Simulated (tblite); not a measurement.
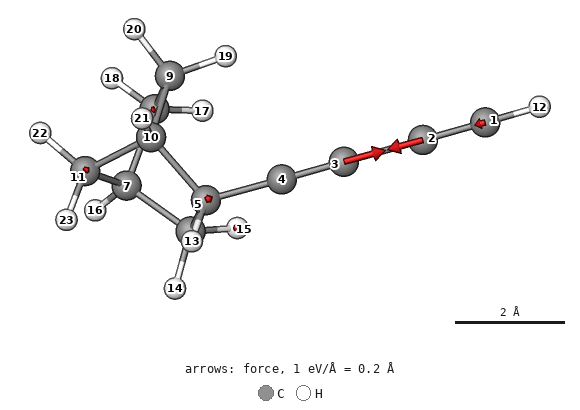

Starting geometry of C₁₁H₁₂ with the computed forces as red arrows. Style: ball-and-stick. Shown at a tilt.

These are results of GFN2-xTB geometry optimisation, gas phase in tblite 0.8.0, not measurements. 

Q: Is this structure relaxed? If not, where do the atoms go?

A: It isn't relaxed: the largest force vector, on a C atom, is 4.13 eV/Å. The final displacements follow the starting forces only in part (cosine between the two patterns 0.32). Over 84 geometry steps the energy falls by 54.2 kJ/mol. The atom that moves furthest after the best rigid fit is an H atom (0.26 Å). Largest moves by element: H 0.26 Å, C 0.24 Å. Near-neighbour distances that change, for instance: C–C 1.528 → 1.359 Å, C–C 1.466 → 1.441 Å, C–H 1.056 → 1.048 Å, C–C 1.535 → 1.527 Å. Bond angles that change, for instance: C–C–H 114.5° → 111.6°, C–C–C 111.5° → 108.9°. The run took 0.59 s on 1 thread of Arm Neoverse V2, with other jobs on the host.
